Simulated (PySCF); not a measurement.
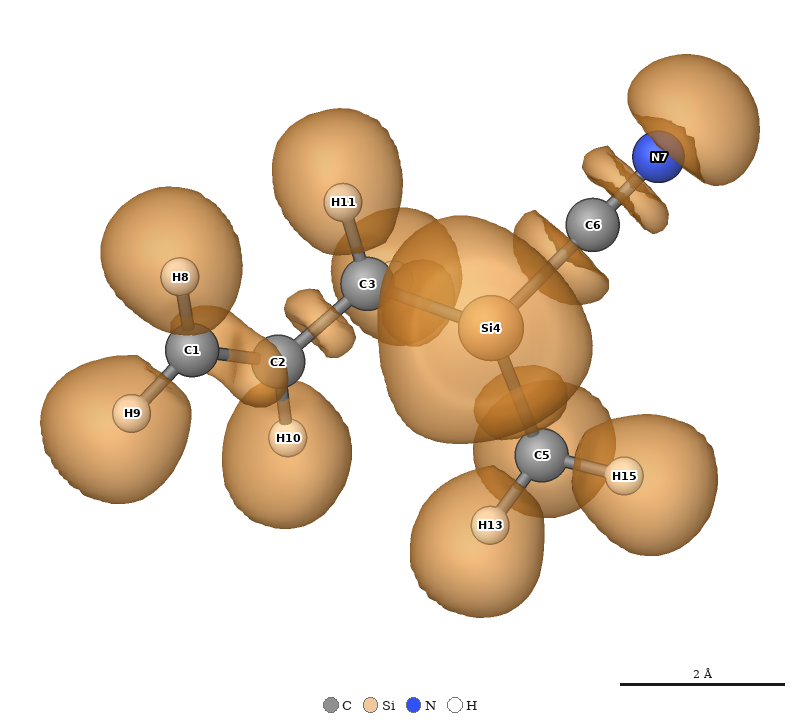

C$_{5}$H$_{8}$NSi (charge −1). Isosurface of the electron localisation function at 0.8 (orange), seen across its widest extent. Core shells and regions of very low density are left out.

Geometry: GFN2-xTB.

These are results of PBE0/pcSseg-1, SCF density, gas phase, non-relativistic (PySCF), not measurements.

Input file:

```
{"job": {"kind": "nmr", "xc": "PBE0", "basis": "pcSseg-1"}, "charge": -1, "multiplicity": 1}
C     -2.691838    -0.070952     0.470986
C     -1.546770    -0.301244    -0.163911
C     -0.481675     0.669893    -0.393218
Si     0.912757     0.460824     0.977801
C      1.700998    -1.213332     0.447254
C      2.163541     1.665638     0.312205
N      2.928861     2.536118     0.239226
H     -2.944419     0.914623     0.830753
H     -3.411685    -0.851261     0.671407
H     -1.330840    -1.315356    -0.492039
H     -0.857576     1.692617    -0.318628
H     -0.043101     0.529033    -1.386215
H      1.081077    -2.044875     0.787701
H      1.837036    -1.330107    -0.632416
H      2.679218    -1.333630     0.914940
```

Command:

```sh
OMP_NUM_THREADS=1 python probes_run.py task.json out
```

Q: What do the ELF domains correspond to?

A: At this value the surface marks out two regions between bonded C–C atoms (shared pairs), one region between bonded C–N atoms (shared pairs), three regions between bonded C–Si atoms (shared pairs), eight regions around hydrogen nuclei, one lobe on N, pointing away from the bonds (lone pairs) and one lobe on Si, pointing away from the bonds (lone pairs).

Values along the shortest contacts:
C–N (1.16 Å): the ELF peaks at about 0.85 between the atoms (a short, multiple covalent bond). C–C (1.33 Å): the ELF peaks at about 0.95 between the atoms; a multiple bond.
